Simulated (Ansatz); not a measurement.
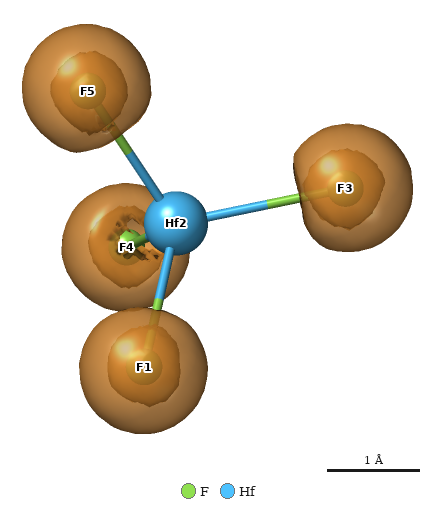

Figure 1: F4Hf (SMILES [F][Hf]([F])([F])[F]). Isosurface of the ELF at 0.8 (orange), seen at a tilt. Core shells and regions of very low density are left out.

Geometry: PBE0-D4/def2-TZVP; core potentials replace the inner electrons of Hf.

Method: RKS PBE0-D4/def2-TZVPP in Ansatz 0.2.0.

Input file:

```
crystal:
  periodic: [false, false, false]
  atoms:
    - {symbol: F, position_ang: [-0.900927, -0.144063, 1.650673]}
    - {symbol: Hf, position_ang: [0.009998, -0.014732, -0.008281]}
    - {symbol: F, position_ang: [1.636923, -0.985750, 0.086339]}
    - {symbol: F, position_ang: [-1.077937, -0.735924, -1.384845]}
    - {symbol: F, position_ang: [0.381842, 1.806871, -0.385287]}
basis:
  gaussian: {orbitals: def2-TZVPP}
hamiltonian: {xc: pbe0, dispersion: d4}
output: {orbitals: {seedname: orbitals}}
```

Command:

```sh
ansatz run in.yaml --threads 4 --pin off --events-out ev --progress --plain --max-ram 10444MiB
```

Question: Identify the bonds, lone pairs and shells in this picture.

Answer: The surface consists of four regions wrapped around F (the valence shell of each). Along the contacts the grid gives the following. Hf–F (1.90 Å): the ELF peaks at about 0.85 in the valence shell of F, 0.5 Å from its nucleus, and drops to about 0.20 between the two atoms.
